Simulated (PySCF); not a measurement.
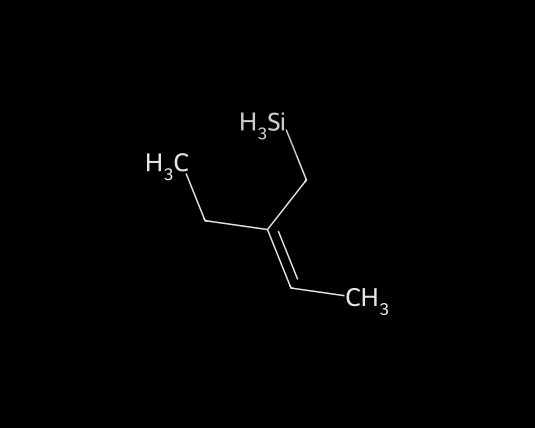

The computed structure is the end point of a GFN2-xTB optimisation. No frequency run is at hand to confirm it as a minimum. Level of theory: PBE0/pcSseg-1, gas phase (PySCF 2.14.0).

What does the calculation give?

The species is C6H14Si (`C/C=C(/CC)C[SiH3]`).
- dipole moment: 0.48 D
- HOMO energy (Kohn–Sham orbital): −6.49 eV
- LUMO energy (Kohn–Sham orbital): 0.56 eV
- HOMO–LUMO gap: 7.05 eV

The geometry is semi-empirical. Around Si such bond lengths and angles can be off by a tenth of an ångström or more and by several degrees, and values that hang on the shape move with them.
